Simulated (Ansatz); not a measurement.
# H4Si (silane), step by step

Aim: a point of an energy scan (r2SCAN-D4/pcseg-1), then a point of an energy scan (r2SCAN-D4/pcseg-1), then a point of an energy scan (U-r2SCAN-D4/pcseg-1), then a point of an energy scan (U-r2SCAN-D4/pcseg-1), then a point of an energy scan (U-r2SCAN-D4/pcseg-1) of H4Si (silane). 

The results are computed with Ansatz 0.2.0.

### Step 1. The system as given

H4Si: 5 atoms, total charge 0, spin state singlet. As SMILES, `[SiH4]`. The coordinates come from a PBE0-D4/def2-TZVP relaxation.

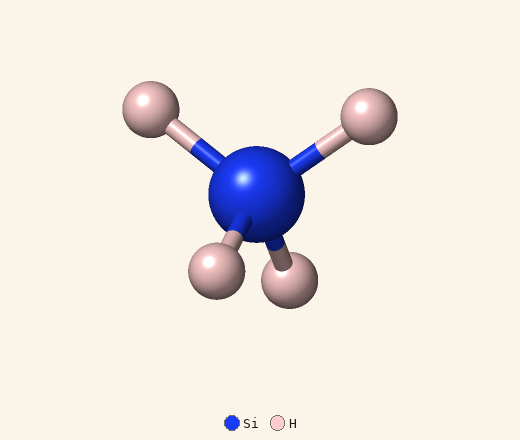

The structure, seen from a chosen angle (silicon blue, hydrogen pink).

### Step 2. A point of an energy scan at r2SCAN-D4/pcseg-1 (held atoms (4, 1), held distance 1.5588 angstrom) (run 1)

The input, in.yaml:

```yaml
crystal:
  periodic: [false, false, false]
  atoms:
    - {symbol: Si, position_ang: [-0.000000, 0.000000, -0.000100]}
    - {symbol: H, position_ang: [0.967600, -0.688400, 0.890900]}
    - {symbol: H, position_ang: [-1.331000, 0.044900, 0.656000]}
    - {symbol: H, position_ang: [-0.105100, -0.740300, -1.282600]}
    - {symbol: H, position_ang: [0.468500, 1.383800, -0.264200]}
basis:
  gaussian: {orbitals: pcseg-1.json}
relax: {max_steps: 60, constraints: [{distance: [3, 0], at: 1.5588}]}
hamiltonian: {xc: {name: r2SCAN}, dispersion: d4}
```

The basis set pcseg-1 is read from a file made from the Basis Set Exchange's data (not shown).

Launch:

```bash
$ ansatz run in.yaml --threads 1 --pin off --max-ram 2610MiB --events-out events.jsonl --progress --plain --runs-dir runs
```

What it wrote, shortened:

```text
Warning: RAYON_NUM_THREADS=1 ignored (pool sized by the plan → 1); use --threads N
[...]
Functional definition: r2SCAN
  name "r2SCAN"
[...]
425 factors; their error is unknown
[...]
mean field -7941.04317429 eV, -291.8279540229 hartree, gradient 2.3e-5 eV, S^2 0.000000; 0 other end points of the search recorded, 0 dependent functions left out
[...]
reference -7941.04318476 eV, -291.8279544077 hartree; 9, 9 occupied and 29, 29 virtual orbitals, 425 factors
relax step   1: F+E_penalty+E_count = -7941.05276316 eV  Δ(F+E_penalty+E_count) = +0.000e0 eV  max|allowed force component| = 2.938e-1 eV/Å  Δτ_max = 0.0000 Å  (19 SCF iters, accepted)
[...]
relax step   2: F+E_penalty+E_count = -7941.06241309 eV  Δ(F+E_penalty+E_count) = -9.650e-3 eV  max|allowed force component| = 7.489e-2 eV/Å  Δτ_max = 0.0222 Å  (19 SCF iters, accepted)
[...]
relax step   3: F+E_penalty+E_count = -7941.06303573 eV  Δ(F+E_penalty+E_count) = -6.226e-4 eV  max|allowed force component| = 3.004e-3 eV/Å  Δτ_max = 0.0063 Å  (18 SCF iters, accepted)
  distance H 3 - Si 0 held at 1.558800 Å   reaction = +1.0871e0 eV/Å
425 factors; their error is unknown
[...]
mean field -7941.05343503 eV, -291.8283310979 hartree, gradient 1.8e-5 eV, S^2 0.000000; 1 other end points of the search recorded, 0 dependent functions left out
[...]
reference -7941.05344553 eV, -291.8283314838 hartree; 9, 9 occupied and 29, 29 virtual orbitals, 425 factors
Total energy: -7941.06304623 eV, -291.8286843032 hartree
Atom 0 at     0.001261     0.008880     0.015385 Å, force    -0.076900    -0.541593    -0.938395 eV/Å
Atom 1 at     0.972719    -0.686142     0.904015 Å, force    -0.002111     0.001775    -0.001543 eV/Å
Atom 2 at    -1.336179     0.050478     0.668051 Å, force     0.003004     0.000149    -0.001028 eV/Å
Atom 3 at    -0.109082    -0.768385    -1.331292 Å, force     0.077020     0.542517     0.939948 eV/Å
Atom 4 at     0.471280     1.395168    -0.256159 Å, force    -0.001013    -0.002849     0.001018 eV/Å
Dipole moment:     0.001864     0.013127     0.022743 e Å
```

Wall time 3.6 s (1 thread of Intel Xeon Platinum 8259CL at 2.50GHz (Skylake/Cascade Lake), shared host); peak memory 0.12 GiB.

### Step 3. A point of an energy scan at r2SCAN-D4/pcseg-1 (held atoms (4, 1), held distance 1.8557 angstrom) (run 2)

The input, input.yaml:

```yaml
crystal:
  periodic: [false, false, false]
  atoms:
    - symbol: Si
      position_ang: [0.001261, 0.008880, 0.015385]
    - symbol: H
      position_ang: [0.972719, -0.686142, 0.904015]
    - symbol: H
      position_ang: [-1.336179, 0.050478, 0.668051]
    - symbol: H
      position_ang: [-0.109082, -0.768385, -1.331292]
    - symbol: H
      position_ang: [0.471280, 1.395168, -0.256159]
basis:
  gaussian:
    orbitals: pcseg-1.json
hamiltonian:
  xc: {name: r2SCAN}
  dispersion: d4
relax:
  max_steps: 60
  constraints: [{distance: [3, 0], at: 1.8557}]
```

The basis set pcseg-1 is read from a file made from the Basis Set Exchange's data (not shown).

Launch:

```bash
$ ansatz run input.yaml --threads 1 --pin off --max-ram 2610MiB --events-out events.jsonl --progress --plain --runs-dir runs
```

What it wrote, shortened:

```text
Warning: RAYON_NUM_THREADS=1 ignored (pool sized by the plan → 1); use --threads N
[...]
Functional definition: r2SCAN
  name "r2SCAN"
[...]
425 factors; their error is unknown
[...]
mean field -7940.25899705 eV, -291.7991360409 hartree, gradient 4.7e-5 eV, S^2 0.000000; 0 other end points of the search recorded, 0 dependent functions left out
[...]
reference -7940.25900786 eV, -291.7991364381 hartree; 9, 9 occupied and 29, 29 virtual orbitals, 425 factors
relax step   1: F+E_penalty+E_count = -7940.27122303 eV  Δ(F+E_penalty+E_count) = +0.000e0 eV  max|allowed force component| = 7.743e-1 eV/Å  Δτ_max = 0.0000 Å  (22 SCF iters, accepted)
[...]
relax step   3: F+E_penalty+E_count = -7940.36016638 eV  Δ(F+E_penalty+E_count) = -1.049e-2 eV  max|allowed force component| = 4.555e-2 eV/Å  Δτ_max = 0.0327 Å  (21 SCF iters, accepted)
[...]
relax step   4: F+E_penalty+E_count = -7940.36054221 eV  Δ(F+E_penalty+E_count) = -3.758e-4 eV  max|allowed force component| = 1.136e-3 eV/Å  Δτ_max = 0.0052 Å  (19 SCF iters, accepted)
  distance H 3 - Si 0 held at 1.855700 Å   reaction = +3.1180e0 eV/Å
425 factors; their error is unknown
mean field -7940.34822245 eV, -291.8024150138 hartree, gradient 2.5e-5 eV, S^2 0.000000; 1 other end points of the search recorded, 0 dependent functions left out
[...]
reference -7940.34823322 eV, -291.8024154095 hartree; 9, 9 occupied and 29, 29 virtual orbitals, 425 factors
Total energy: -7940.36055297 eV, -291.8028681521 hartree
Atom 0 at     0.006737     0.047453     0.082221 Å, force    -0.220673    -1.554404    -2.693155 eV/Å
Atom 1 at     0.981055    -0.667504     0.947437 Å, force    -0.000792     0.000532    -0.000774 eV/Å
Atom 2 at    -1.340120     0.073029     0.710216 Å, force     0.001070    -0.000056    -0.000565 eV/Å
Atom 3 at    -0.124623    -0.877848    -1.520959 Å, force     0.220776     1.555064     2.694317 eV/Å
Atom 4 at     0.476951     1.424868    -0.218915 Å, force    -0.000381    -0.001136     0.000177 eV/Å
Dipole moment:     0.010854     0.076451     0.132459 e Å
```

It took 4.8 s on 1 thread of Intel Xeon Platinum 8259CL at 2.50GHz (Skylake/Cascade Lake), shared host; peak memory 0.11 GiB.

### Step 4. A point of an energy scan at U-r2SCAN-D4/pcseg-1 (held atoms (4, 1), held distance 2.2268 angstrom) (run 3)

The input, run.yaml:

```yaml
crystal:
  periodic: [false, false, false]
  atoms:
    - {symbol: Si, position_ang: [0.006737, 0.047453, 0.082221]}
    - {symbol: H, position_ang: [0.981055, -0.667504, 0.947437]}
    - {symbol: H, position_ang: [-1.340120, 0.073029, 0.710216]}
    - {symbol: H, position_ang: [-0.124623, -0.877848, -1.520959]}
    - {symbol: H, position_ang: [0.476951, 1.424868, -0.218915]}
basis:
  gaussian:
    orbitals: pcseg-1.json
hamiltonian:
  xc: {name: r2SCAN}
  dispersion: d4
magnetization:
  spin_polarized: true
relax:
  max_steps: 60
  constraints: [{distance: [3, 0], at: 2.2268}]
```

The basis set pcseg-1 is read from a file made from the Basis Set Exchange's data (not shown).

Launch:

```bash
$ ansatz run run.yaml --threads 1 --pin off --max-ram 2610MiB --events-out events.jsonl --progress --plain --runs-dir runs
```

What it wrote, shortened:

```text
Warning: RAYON_NUM_THREADS=1 ignored (pool sized by the plan → 1); use --threads N
[...]
Functional definition: r2SCAN
  name "r2SCAN"
[...]
425 factors; their error is unknown
[...]
mean field -7939.02053217 eV, -291.7536232960 hartree, gradient 1.3e-5 eV, S^2 0.000000; 1 other end points of the search recorded, 0 dependent functions left out
[...]
reference -7939.02054555 eV, -291.7536237877 hartree; 9, 9 occupied and 29, 29 virtual orbitals, 425 factors
relax step   1: F+E_penalty+E_count = -7939.03388864 eV  Δ(F+E_penalty+E_count) = +0.000e0 eV  max|allowed force component| = 8.628e-1 eV/Å  Δτ_max = 0.0000 Å  (37 SCF iters, accepted)
[...]
relax step   3: F+E_penalty+E_count = -7939.14839337 eV  Δ(F+E_penalty+E_count) = -7.912e-3 eV  max|allowed force component| = 5.849e-2 eV/Å  Δτ_max = 0.0343 Å  (28 SCF iters, accepted)
[...]
relax step   4: F+E_penalty+E_count = -7939.14918122 eV  Δ(F+E_penalty+E_count) = -7.879e-4 eV  max|allowed force component| = 1.820e-3 eV/Å  Δτ_max = 0.0076 Å  (26 SCF iters, accepted)
  distance H 3 - Si 0 held at 2.226800 Å   reaction = +3.1725e0 eV/Å
425 factors; their error is unknown
mean field -7939.13585993 eV, -291.7578615130 hartree, gradient 1.2e-5 eV, S^2 0.000000; 2 other end points of the search recorded, 0 dependent functions left out
[...]
reference -7939.13587304 eV, -291.7578619947 hartree; 9, 9 occupied and 29, 29 virtual orbitals, 425 factors
Total energy: -7939.14919433 eV, -291.7583515430 hartree
Atom 0 at     0.013649     0.096134     0.166563 Å, force    -0.224508    -1.581451    -2.740035 eV/Å
Atom 1 at     0.991832    -0.644921     1.001368 Å, force    -0.001290     0.000974    -0.001105 eV/Å
Atom 2 at    -1.345677     0.100821     0.762475 Å, force     0.001792    -0.000009    -0.000790 eV/Å
Atom 3 at    -0.143984    -1.014210    -1.757216 Å, force     0.224632     1.582305     2.741488 eV/Å
Atom 4 at     0.484180     1.462174    -0.173189 Å, force    -0.000626    -0.001820     0.000442 eV/Å
Dipole moment:     0.022685     0.159791     0.276852 e Å
```

Wall time 7.8 s (1 thread of Intel Xeon Platinum 8259CL at 2.50GHz (Skylake/Cascade Lake), shared host); peak memory 0.14 GiB.

### Step 5. A point of an energy scan at U-r2SCAN-D4/pcseg-1 (held atoms (4, 1), held distance 2.6722 angstrom) (run 4)

The input, job.yaml:

```yaml
crystal:
  periodic: [false, false, false]
  atoms:
    - {symbol: Si, position_ang: [0.013649, 0.096134, 0.166563]}
    - {symbol: H, position_ang: [0.991832, -0.644921, 1.001368]}
    - {symbol: H, position_ang: [-1.345677, 0.100821, 0.762475]}
    - {symbol: H, position_ang: [-0.143984, -1.014210, -1.757216]}
    - {symbol: H, position_ang: [0.484180, 1.462174, -0.173189]}
basis:
  gaussian:
    orbitals: pcseg-1.json
total_charge: 0
relax:
  max_steps: 60
  constraints: [{distance: [3, 0], at: 2.6722}]
magnetization:
  spin_polarized: true
hamiltonian:
  xc: {name: r2SCAN}
  dispersion: d4
```

The basis set pcseg-1 is read from a file made from the Basis Set Exchange's data (not shown).

Launch:

```bash
$ ansatz run job.yaml --threads 1 --pin off --max-ram 2610MiB --events-out events.jsonl --progress --plain --runs-dir runs
```

What it wrote, shortened:

```text
Warning: RAYON_NUM_THREADS=1 ignored (pool sized by the plan → 1); use --threads N
[...]
Functional definition: r2SCAN
  name "r2SCAN"
[...]
425 factors; their error is unknown
[...]
mean field -7937.83110431 eV, -291.7099126284 hartree, gradient 2.4e-5 eV, S^2 0.394672; 3 other end points of the search recorded, 0 dependent functions left out
[...]
reference -7937.83111924 eV, -291.7099131769 hartree; 9, 9 occupied and 29, 29 virtual orbitals, 425 factors
relax step   1: F+E_penalty+E_count = -7937.84417807 eV  Δ(F+E_penalty+E_count) = +0.000e0 eV  max|allowed force component| = 8.556e-1 eV/Å  Δτ_max = 0.0000 Å  (74 SCF iters, accepted)
[...]
relax step   3: F+E_penalty+E_count = -7937.96974985 eV  Δ(F+E_penalty+E_count) = -7.005e-4 eV  max|allowed force component| = 1.378e-1 eV/Å  Δτ_max = 0.0643 Å  (33 SCF iters, accepted)
[...]
relax step   4: F+E_penalty+E_count = -7937.97849769 eV  Δ(F+E_penalty+E_count) = -8.748e-3 eV  max|allowed force component| = 5.337e-3 eV/Å  Δτ_max = 0.0319 Å  (31 SCF iters, accepted)
  distance H 3 - Si 0 held at 2.672200 Å   reaction = +1.6586e0 eV/Å
425 factors; their error is unknown
[...]
mean field -7937.96552891 eV, -291.7148526411 hartree, gradient 4.3e-5 eV, S^2 0.407637; 2 other end points of the search recorded, 0 dependent functions left out
[...]
reference -7937.96554365 eV, -291.7148531829 hartree; 9, 9 occupied and 29, 29 virtual orbitals, 425 factors
Total energy: -7937.97851244 eV, -291.7153297771 hartree
Atom 0 at     0.020879     0.147153     0.254962 Å, force    -0.116958    -0.823927    -1.427536 eV/Å
Atom 1 at     1.002043    -0.609465     1.072939 Å, force    -0.002789     0.000429    -0.004784 eV/Å
Atom 2 at    -1.346642     0.139870     0.832949 Å, force     0.003386    -0.001510    -0.004173 eV/Å
Atom 3 at    -0.168246    -1.185276    -2.053612 Å, force     0.117823     0.830084     1.438208 eV/Å
Atom 4 at     0.491965     1.507716    -0.107237 Å, force    -0.001462    -0.005076    -0.001715 eV/Å
Dipole moment:     0.023392     0.164809     0.285549 e Å
```

It took 10 s on 1 thread of Intel Xeon Platinum 8259CL at 2.50GHz (Skylake/Cascade Lake), shared host; peak memory 0.14 GiB.

### Step 6. A point of an energy scan at U-r2SCAN-D4/pcseg-1 (held atoms (4, 1), held distance 3.266 angstrom) (run 5)

The input, in.yaml:

```yaml
crystal:
  periodic: [false, false, false]
  atoms:
    - {symbol: Si, position_ang: [0.020879, 0.147153, 0.254962]}
    - {symbol: H, position_ang: [1.002043, -0.609465, 1.072939]}
    - {symbol: H, position_ang: [-1.346642, 0.139870, 0.832949]}
    - {symbol: H, position_ang: [-0.168246, -1.185276, -2.053612]}
    - {symbol: H, position_ang: [0.491965, 1.507716, -0.107237]}
basis:
  gaussian:
    orbitals: pcseg-1.json
magnetization:
  spin_polarized: true
hamiltonian:
  xc: r2scan
  dispersion: d4
relax:
  max_steps: 60
  constraints: [{distance: [3, 0], at: 3.266}]
```

The basis set pcseg-1 is read from a file made from the Basis Set Exchange's data (not shown).

Launch:

```bash
$ ansatz run in.yaml --threads 1 --pin off --max-ram 2610MiB --events-out events.jsonl --progress --plain --runs-dir runs
```

What it wrote, shortened:

```text
Warning: RAYON_NUM_THREADS=1 ignored (pool sized by the plan → 1); use --threads N
[...]
Functional definition: r2SCAN
  name "r2SCAN"
[...]
425 factors; their error is unknown
[...]
mean field -7937.19745215 eV, -291.6866263409 hartree, gradient 2.4e-5 eV, S^2 0.795374; 3 other end points of the search recorded, 0 dependent functions left out
[...]
reference -7937.19746833 eV, -291.6866269354 hartree; 9, 9 occupied and 29, 29 virtual orbitals, 425 factors
relax step   1: F+E_penalty+E_count = -7937.20981117 eV  Δ(F+E_penalty+E_count) = +0.000e0 eV  max|allowed force component| = 8.767e-1 eV/Å  Δτ_max = 0.0000 Å  (112 SCF iters, accepted)
[...]
relax step   5: F+E_penalty+E_count = -7937.39465477 eV  Δ(F+E_penalty+E_count) = -4.835e-3 eV  max|allowed force component| = 2.119e-2 eV/Å  Δτ_max = 0.0241 Å  (26 SCF iters, accepted)
[...]
relax step   6: F+E_penalty+E_count = -7937.39476696 eV  Δ(F+E_penalty+E_count) = -1.122e-4 eV  max|allowed force component| = 3.519e-3 eV/Å  Δτ_max = 0.0040 Å  (24 SCF iters, accepted)
  distance H 3 - Si 0 held at 3.266000 Å   reaction = +5.3377e-1 eV/Å
425 factors; their error is unknown
[...]
mean field -7937.38263248 eV, -291.6934315926 hartree, gradient 2.1e-5 eV, S^2 0.809699; 4 other end points of the search recorded, 0 dependent functions left out
[...]
reference -7937.38264852 eV, -291.6934321818 hartree; 9, 9 occupied and 29, 29 virtual orbitals, 425 factors
Total energy: -7937.39478299 eV, -291.6938781156 hartree
Atom 0 at     0.028784     0.203048     0.351820 Å, force    -0.037512    -0.264301    -0.457931 eV/Å
Atom 1 at     1.010160    -0.547459     1.179042 Å, force    -0.002049     0.000641    -0.003072 eV/Å
Atom 2 at    -1.337055     0.201464     0.939302 Å, force     0.002571    -0.000818    -0.002579 eV/Å
Atom 3 at    -0.202290    -1.425453    -2.469766 Å, force     0.038038     0.267997     0.464334 eV/Å
Atom 4 at     0.500400     1.568398    -0.000397 Å, force    -0.001047    -0.003519    -0.000753 eV/Å
Dipole moment:     0.014756     0.103991     0.180178 e Å
```

It took 14 s on 1 thread of Intel Xeon Platinum 8259CL at 2.50GHz (Skylake/Cascade Lake), shared host; peak memory 0.14 GiB.

### Step 7. Results

| quantity | value |
| --- | --- |
| run 1, r2SCAN-D4/pcseg-1: total energy | -291.82868 Eh |
| run 1, r2SCAN-D4/pcseg-1: dipole moment | 0.13 D |
| run 1, r2SCAN-D4/pcseg-1: dispersion energy | -0.93 kJ/mol |
| run 2, r2SCAN-D4/pcseg-1: total energy | -291.80287 Eh |
| run 2, r2SCAN-D4/pcseg-1: dipole moment | 0.74 D |
| run 2, r2SCAN-D4/pcseg-1: dispersion energy | -1.19 kJ/mol |
| run 3, U-r2SCAN-D4/pcseg-1: total energy | -291.75835 Eh |
| run 3, U-r2SCAN-D4/pcseg-1: dipole moment | 1.54 D |
| run 3, U-r2SCAN-D4/pcseg-1: dispersion energy | -1.29 kJ/mol |
| run 4, U-r2SCAN-D4/pcseg-1: total energy | -291.71533 Eh |
| run 4, U-r2SCAN-D4/pcseg-1: dipole moment | 1.59 D |
| run 4, U-r2SCAN-D4/pcseg-1: dispersion energy | -1.25 kJ/mol |
| run 4, U-r2SCAN-D4/pcseg-1: ⟨S²⟩ | 0.408 |
| run 5, U-r2SCAN-D4/pcseg-1: total energy | -291.69388 Eh |
| run 5, U-r2SCAN-D4/pcseg-1: dipole moment | 1.00 D |
| run 5, U-r2SCAN-D4/pcseg-1: dispersion energy | -1.17 kJ/mol |
| run 5, U-r2SCAN-D4/pcseg-1: ⟨S²⟩ | 0.810 |

Mulliken charges (run 1, r2SCAN-D4/pcseg-1) run from -0.08 on H4 to +0.31 on Si1; they depend strongly on the basis. Mulliken charges (run 3, U-r2SCAN-D4/pcseg-1) run from -0.13 on H4 to +0.28 on Si1. ⟨S²⟩ (run 4, U-r2SCAN-D4/pcseg-1) is 0.41 where a pure singlet has 0.00: the reference is spin-contaminated. Mulliken charges (run 4, U-r2SCAN-D4/pcseg-1) run from -0.10 on H4 to +0.25 on Si1; they depend strongly on the basis. ⟨S²⟩ (run 5, U-r2SCAN-D4/pcseg-1) is 0.81 where a pure singlet has 0.00: the reference is spin-contaminated.
